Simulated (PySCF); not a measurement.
# SiCNCl2F (SMILES N#C[Si](F)(Cl)Cl) at HF/def2-SVP

Aim: the vertical ionisation energy of SiCNCl2F at HF/def2-SVP, from 2 runs. 

The calculation is run with PySCF 2.14.0.

2 further runs of the same task are left out: 2 set aside as unsound or not needed.

## 1. The molecule

SiCNCl2F has 6 atoms, charge 0, and is taken as a singlet. SMILES: `N#C[Si](F)(Cl)Cl`. The shape is that of a PBE0-D4/def2-TZVP optimisation.

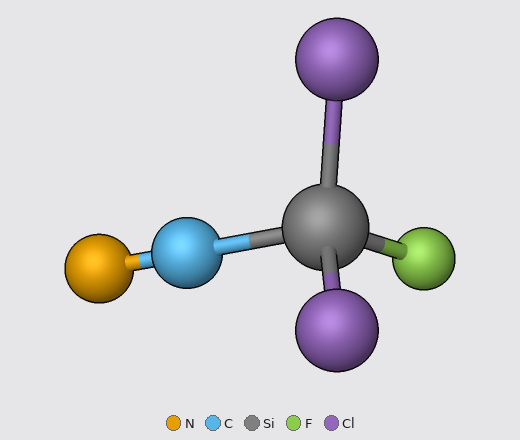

Viewed from a chosen angle; nitrogen amber, carbon blue, silicon grey, fluorine green, chlorine purple.

## 2. The energy at HF/def2-SVP

Input file job.py:

```python
from pyscf import gto

molecule = gto.Mole()
molecule.atom = '''
N      1.752600    -1.361000     1.114200
C      0.923100    -0.763300     0.585900
Si    -0.381900     0.210300    -0.249400
F     -1.471500    -0.801900    -0.758800
Cl     0.422900     1.177100    -1.812500
Cl    -1.203100     1.474700     1.074300
'''
molecule.basis = 'def2-svp'
molecule.spin = 0
molecule.charge = 0
molecule.verbose = 3
molecule.max_memory = 1860
molecule.build()

myscf = molecule.RHF()
myscf.conv_tol = 1e-10
myscf.kernel()
if not myscf.converged:
    myscf = myscf.newton().run(myscf.mo_coeff, myscf.mo_occ)

e_tot = myscf.e_tot
print('E = %.10f Eh' % e_tot)
```

The run is started by

```
$ OMP_NUM_THREADS=1 python job.py
```

Output:

```text
converged SCF energy = -1399.31824635484
E = -1399.3182463548 Eh
```

Wall time 2.1 s (1 thread of Arm Neoverse V1, shared host); peak memory 0.2 GiB.

## 3. The doublet cation at the same level

Input file input.xyz:

```xyz
6

N      1.752600    -1.361000     1.114200
C      0.923100    -0.763300     0.585900
Si    -0.381900     0.210300    -0.249400
F     -1.471500    -0.801900    -0.758800
Cl     0.422900     1.177100    -1.812500
Cl    -1.203100     1.474700     1.074300
```

Input file input.py:

```python
from pyscf import gto

mol = gto.M(
    atom='input.xyz',
    verbose=4,
    max_memory=1860,
    charge=1,
    spin=1,
    basis='def2-svp',
)

mf = mol.UHF()
mf.conv_tol = 1e-10
mf.kernel()
if not mf.converged:
    mf = mf.newton().run(mf.mo_coeff, mf.mo_occ)

energy = mf.e_tot
print(f'total energy: {energy:.8f} hartree')
```

The run is started by

```
$ OMP_NUM_THREADS=1 python input.py
```

Output:

```text
PySCF version 2.14.0

[INPUT] num. atoms = 6
[INPUT] num. electrons = 69
[INPUT] charge = 1
[INPUT] spin (= nelec alpha-beta = 2S) = 1
[INPUT] symmetry False subgroup None
[INPUT] Mole.unit = angstrom
[INPUT] Symbol           X                Y                Z      unit          X                Y                Z       unit  Magmom
[INPUT]  1 N      1.752600000000  -1.361000000000   1.114200000000 AA    3.311934005913  -2.571917255533   2.105532847990 Bohr   0.0
[INPUT]  2 C      0.923100000000  -0.763300000000   0.585900000000 AA    1.744406185586  -1.442427950881   1.107190536383 Bohr   0.0
[INPUT]  3 Si    -0.381900000000   0.210300000000  -0.249400000000 AA   -0.721686406971   0.397409403996  -0.471297695467 Bohr   0.0
[INPUT]  4 F     -1.471500000000  -0.801900000000  -0.758800000000 AA   -2.780731992297  -1.515371379289  -1.433924183320 Bohr   0.0
[INPUT]  5 Cl     0.422900000000   1.177100000000  -1.812500000000 AA    0.799165178079   2.224396621226  -3.425128600774 Bohr   0.0
[INPUT]  6 Cl    -1.203100000000   1.474700000000   1.074300000000 AA   -2.273529500464   2.786779115896   2.030132775620 Bohr   0.0

nuclear repulsion = 414.637220316371
number of shells = 42
number of NR pGTOs = 180
number of NR cGTOs = 96
basis = def2-svp
ecp = {}

******** <class 'pyscf.scf.uhf.UHF'> ********
method = UHF
initial guess = minao
damping factor = 0
level_shift factor = 0
DIIS = <class 'pyscf.scf.diis.CDIIS'>
diis_start_cycle = 1
diis_space = 8
diis_damp = 0
SCF conv_tol = 1e-10
SCF conv_tol_grad = None
SCF max_cycles = 50
direct_scf = True
direct_scf_tol = 1e-13
number electrons alpha = 35  beta = 34
Set gradient conv threshold to 1e-05
init E= -1400.05454151164
[... the frontier-level lines of each cycle are left out ...]

[... 137 lines left out ...]
converged SCF energy = -1398.85866412658  <S^2> = 0.87190823  2S+1 = 2.1184034
total energy: -1398.85866413 hartree
```

Wall time 5.7 s (1 thread of Arm Neoverse V1, shared host); peak memory 0.2 GiB.

## 4. Summary of results

At HF/def2-SVP:

| quantity | value |
| --- | --- |
| singlet SiCNCl2F: total energy | -1399.31825 Eh |
| singlet SiCNCl2F: dipole moment | 2.14 D |
| singlet SiCNCl2F: HOMO energy | -13.47 eV |
| singlet SiCNCl2F: LUMO energy | 2.59 eV |
| singlet SiCNCl2F: HOMO–LUMO gap | 16.06 eV |
| doublet cation: total energy | -1398.85866 Eh |
| doublet cation: HOMO energy (highest over α and β) | -17.92 eV |
| doublet cation: LUMO energy (lowest over α and β) | -10.25 eV |
| doublet cation: ⟨S²⟩ | 0.872 |
| vertical ionisation energy (to the doublet cation) | 12.506 eV |

**Reading.** Removing an electron at fixed nuclei costs 12.51 eV (1207 kJ/mol). The negative HOMO energy of the first species, 13.47 eV, lies 0.97 eV above that difference. Mulliken charges (singlet SiCNCl2F) run from -0.41 on F4 to +1.29 on Si3. ⟨S²⟩ (doublet cation) is 0.87 where a pure doublet has 0.75: the reference is spin-contaminated.
